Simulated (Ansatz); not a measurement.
# ClFGaH2O (doublet): what the fields show

Input file:

```
crystal:
  periodic: [false, false, false]
  atoms:
    - { symbol: Ga, position_ang: [-0.114263, -0.106955, 0.327814] }
    - { symbol: H, position_ang: [0.326934, 1.201603, 1.129808] }
    - { symbol: O, position_ang: [1.249781, -0.535297, -0.818749] }
    - { symbol: H, position_ang: [2.043854, -0.83925, -0.324012] }
    - { symbol: Cl, position_ang: [-2.09713, 0.045376, -0.545131] }
    - { symbol: F, position_ang: [0.051124, -0.717377, 2.02537] }
magnetization:
  spin_polarized: true
  initial_magnetization: 1
basis:
  gaussian: { orbitals: def2-SVP }
hamiltonian:
  xc: blyp
  dispersion: d4
relax:
  f_tol: 0.03
  max_steps: 50
output:
  orbitals: {}
```

Launched as:

```sh
ansatz run input.yaml --threads 2 --pin off --max-ram 3072MiB --backend cpu --events-out ev --progress --plain --runs-dir out
```

The fields are those of the run's last geometry, not of the input's.

All numbers below come from UKS BLYP-D4/def2-SVP in Ansatz.

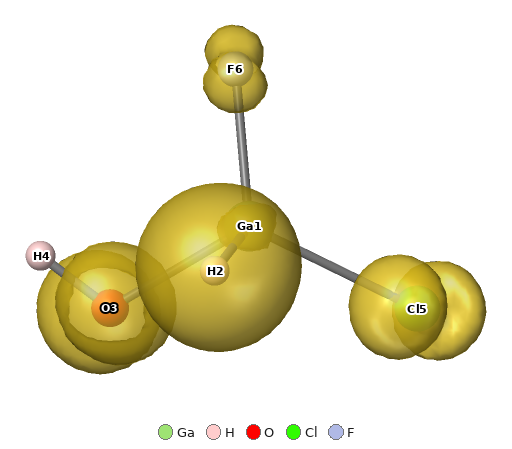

Figure 1. Isosurface of the spin density (α minus β) at +0.03 e/Å³ (yellow), seen across its widest extent.

> Describe the spin distribution.

The unpaired spin (1 electron) lies mostly on O3 (about 0.4), H2 (about 0.4), Cl5 (about 0.1) and Ga1 (about 0.1), in electrons by Hirshfeld's partition.

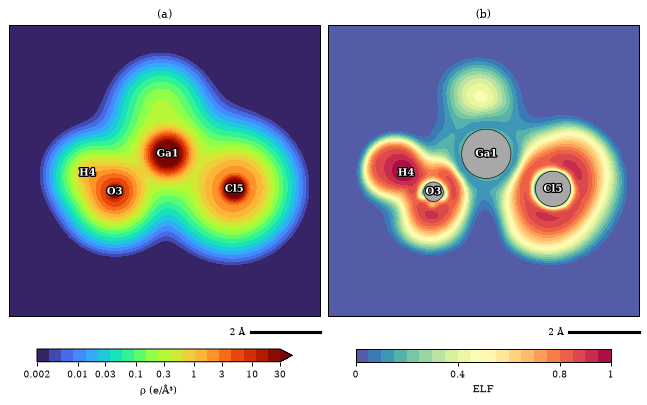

Figure 2. (a) electron density; (b) electron localisation function on the plane of atoms O3, Ga1 and Cl5. Grey discs cover the atomic cores in the ELF map.

> Describe what can be read from this map.

- The section cuts through Ga, O, H and Cl sites.
- Ga–O (1.87 Å): ρ is about 0.71 e/Å³ halfway; the ELF peaks at about 0.85 in the valence shell of O, 0.6 Å from its nucleus, and is about 0.20 at the midpoint.
- Ga–Cl (2.18 Å): ρ is about 0.64 e/Å³ halfway; the ELF peaks at about 0.85 in the valence shell of Cl, 0.8 Å from its nucleus, and is about 0.55 at the midpoint.
- O–H (0.98 Å): ρ at the midpoint is about 3.5 e/Å³; the ELF climbs to about 1 towards the hydrogen, as it does in any bond to H: a covalent bond by its length.
- The ELF also peaks beside Cl5 and O3, away from the bonds: non-bonding electrons, paired or unpaired.

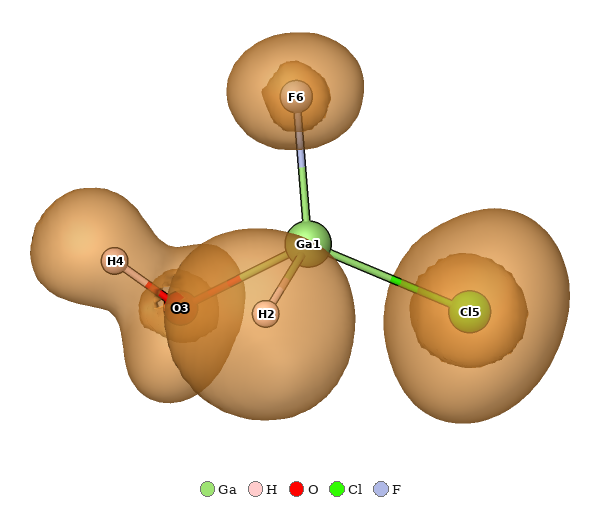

Figure 3. Isosurface of the ELF at 0.75 (orange), seen at a tilt. Only the valence region is drawn (cores and ρ < 0.01 e/Å³ removed).

> What do the ELF domains correspond to?

At this value the surface marks out one region around a hydrogen nucleus, one region wrapped around Cl (its valence shell), one region wrapped around F (its valence shell) and one joined region spread over several atoms (H, O), in which their bonds and any lone pairs are merged. Along the contacts the grid gives the following. Ga–F (1.78 Å): the ELF peaks at about 0.80 in the valence shell of F, 0.5 Å from its nucleus, and is about 0.15 at the midpoint.
